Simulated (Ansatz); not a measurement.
GaN (space group P6_3mc, No. 186): a calculation's input that goes back to an entry of the Crystallography Open Database (an earlier step may have relaxed or displaced it).

```xyz
4
Lattice="3.1800 0.0000 0.0000 -1.5900 2.7540 0.0000 0.0000 0.0000 5.1660" Properties=species:S:1:pos:R:3 pbc="T T T"
Ga    0.0000    1.8360    0.0000
Ga    1.5900    0.9180    2.5830
N     0.0000    1.8360    1.9373
N     1.5900    0.9180    4.5203
```

Describe the stacking along c, with columns A (0, 0), B (1/3, 2/3), C (2/3, 1/3) of the hexagonal mesh.

Ga(B) – N(B) – Ga(C) – N(C) (four layers in 5.17 Å).

N layers alone: BC, the hexagonal close-packed type.

Ga: two tetrahedral sites (per hexagonal cell).

Polytype symbol 2H, the symbol of a tetrahedral polytype (number of double layers in the repeat and lattice).

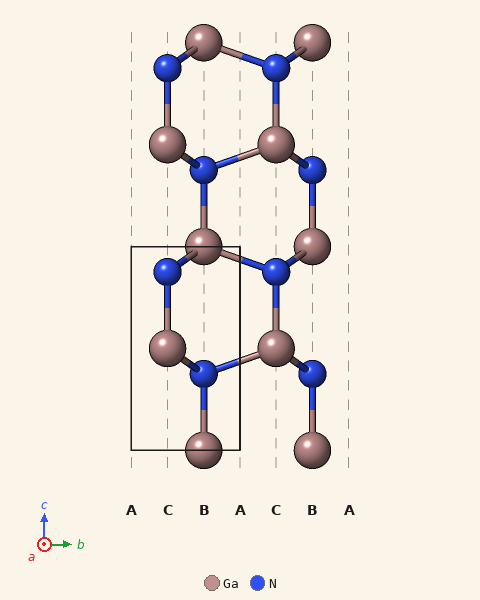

Projection along an edge of the hexagonal mesh, stacking direction c upwards. The dashed lines mark the three columns A (0, 0), B (1/3, 2/3) and C (2/3, 1/3). The sequence starts with the first layer at or above the cell's origin.
